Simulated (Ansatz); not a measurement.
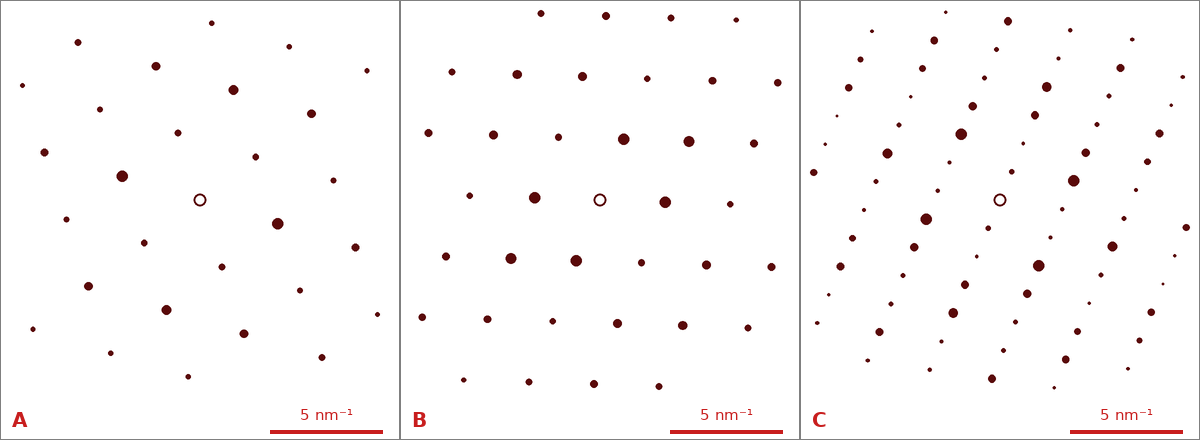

Kinematic electron diffraction patterns (200 kV, B = 0.5 Å², same scale, each along a low-index zone) of three structures of composition CdP, each relaxed at zero pressure with DFT PBE, scalar-relativistic, plane waves, PAW in Ansatz 0.2.0.

The structures (standard cells):
1. Cmcm (No. 63), a = 3.649 Å, b = 14.529 Å, c = 3.198 Å, 8 atoms; generated start, possibly hypothetical
2. F-43m (No. 216), a = 5.907 Å, 8 atoms; generated start, possibly hypothetical
3. Fm-3m (No. 225), a = 5.464 Å, 8 atoms; generated start, possibly hypothetical

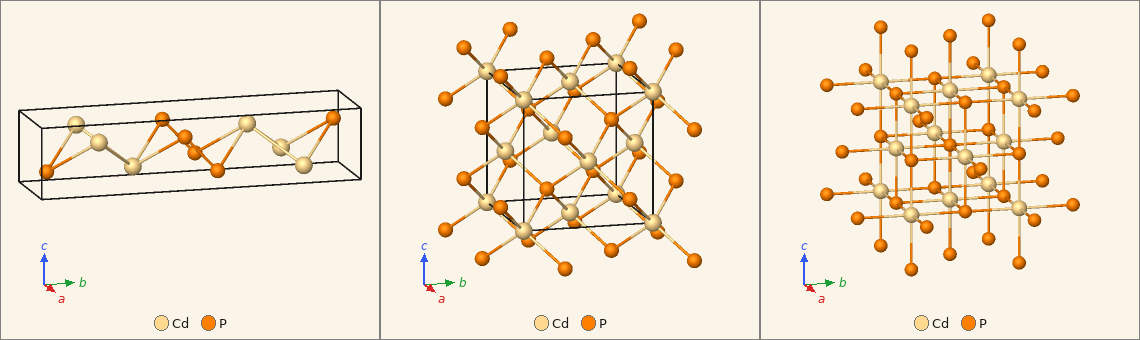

Drawings of the structures 1 to 3, from left to right (each may span several cells).

Question: Which pattern belongs to which structure, and along which zone?

Answer: A is structure 3 along [110] or an equivalent direction: centred rectangular net of -1 1 -1 at d = 3.15 Å and -1 1 1 at d = 3.15 Å, 70.5° apart. B is structure 2 along [110] or an equivalent direction: centred rectangular net of -1 1 -1 at d = 3.41 Å and -1 1 1 at d = 3.41 Å, 70.5° apart. C is structure 1 along [001]: centred rectangular net of 0 2 0 at d = 7.26 Å and 1 1 0 (weak) at d = 3.54 Å, 75.9° apart.

Question: Which structure lies lowest at this level of theory, and by how much?

Answer: Structure 1 (Cmcm, 21.19 Å³ an atom) is the lowest of these; structure 3 (Fm-3m, 20.39 Å³ an atom) lies about 84 meV an atom higher; structure 2 (F-43m, 25.77 Å³ an atom) lies about 130 meV an atom higher. These are static energies at 0 K; other structures, not shown, may lie lower still.
